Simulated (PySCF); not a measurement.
```json
{"atom": "Si", "x (Å)": "0.0428", "y (Å)": "0.0153", "z (Å)": "0.3135"}
{"atom": "H", "x (Å)": "-0.1634", "y (Å)": "1.4164", "z (Å)": "-0.1628"}
{"atom": "H", "x (Å)": "-1.1395", "y (Å)": "-0.8440", "z (Å)": "0.0033"}
{"atom": "H", "x (Å)": "1.3001", "y (Å)": "-0.5684", "z (Å)": "-0.2440"}
```

Geometry: PBE0-D3(BJ)/def2-SVP.

Computed with PySCF 2.14.0, density-fitted response routines, DFT single point, gas phase, functional M06-2X.

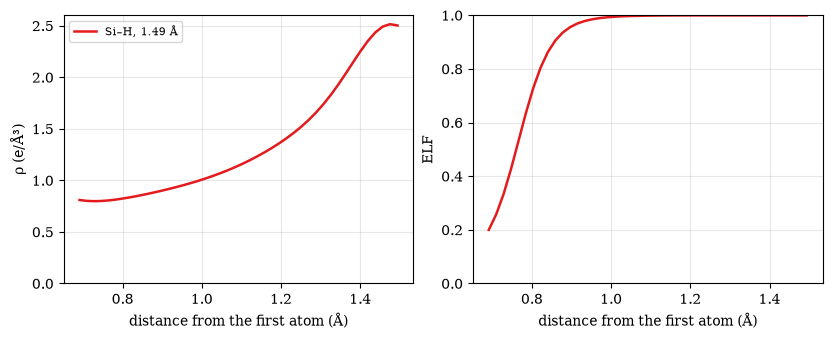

H3Si (SMILES [SiH3]) (doublet). Electron density and ELF along straight lines between neighbouring atoms. The curves leave out the atomic cores.

What can be read from the curves?

Si–H (1.49 Å): ρ at the midpoint is about 0.8 e/Å³; the ELF climbs to about 1 towards the hydrogen, as it does in any bond to H.
